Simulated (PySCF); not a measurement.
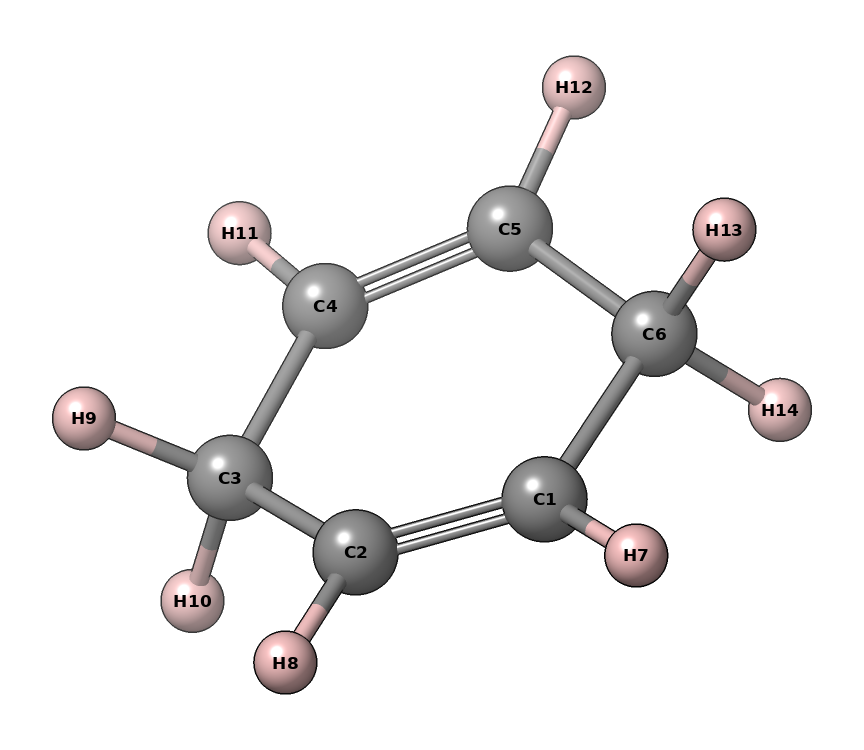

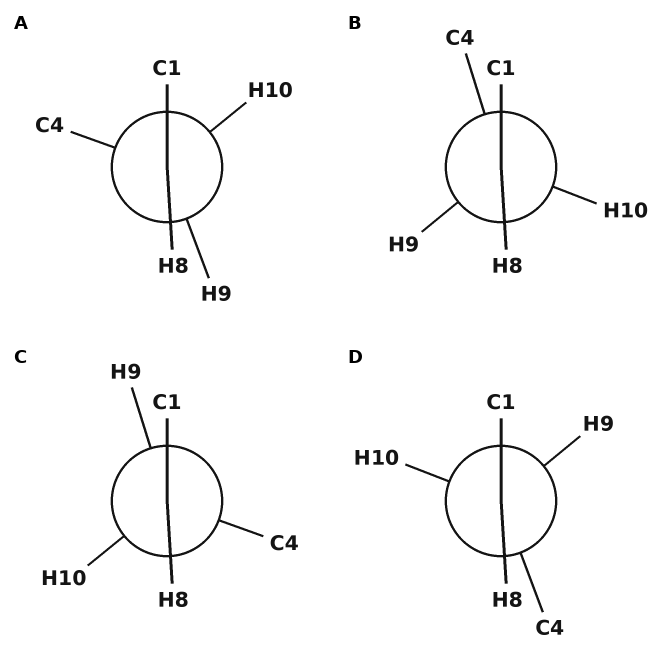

Depth is shown by fading: the farther an atom, the more it takes the colour of the background. Bonds that would overlap in a projection are set slightly apart. Geometry: a frame of a GFN2-xTB molecular-dynamics simulation, not a minimum.

### Which Newman projection shows the view along C2–C3, with C2 in front?

B. The torsion angle C1–C2–C3–C4 is −10°, synperiplanar (eclipsed).
